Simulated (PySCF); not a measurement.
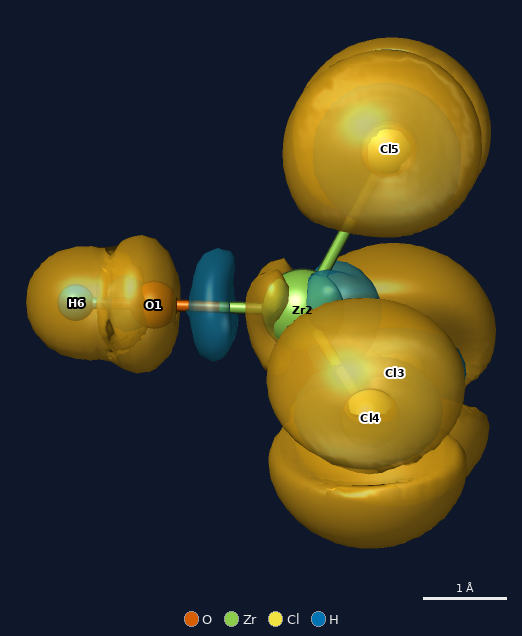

Figure. Cl$_{3}$HOZr, SMILES `O[Zr](Cl)(Cl)Cl`. Fukui function f⁻ = ρ(N) − ρ(N−1) at fixed geometry, surfaces at ±0.01 e/Å³ (yellow positive, teal negative).

Computed with PySCF, PBE0/def2-TZVP, geometry: GFN2-xTB. Core potentials replace the inner electrons of Zr; spin–orbit coupling isn't included. This is a single-reference result, which may miss multireference character in this system. No frequency check shows the geometry to be a minimum. GFN2-xTB bond lengths at metals and heavier atoms can be off by up to 0.1 Å and shapes distorted, which carries into these values.

Which atoms respond most to the removal of an electron?

f⁻ (Hirshfeld-condensed) is largest on Cl3, Cl4 and Cl5 (0.27 each); the vertical ionisation energy is 11.04 eV (the stability of the cation's solution wasn't checked). Condensed values hint at sites of electrophilic attack but needn't mark the atom that reacts. Orbital relaxation makes it negative in places (0.15 e in all).

| atom | f⁻ | charge |
| --- | --- | --- |
| O1 | +0.04 | −0.34 |
| Zr2 | +0.11 | +0.65 |
| Cl3 | +0.27 | −0.17 |
| Cl4 | +0.27 | −0.17 |
| Cl5 | +0.27 | −0.17 |
| H6 | +0.03 | +0.20 |

Run time: 94 s on 1 thread of Arm Neoverse V2, with other jobs on the host, peak memory 0.84 GiB.
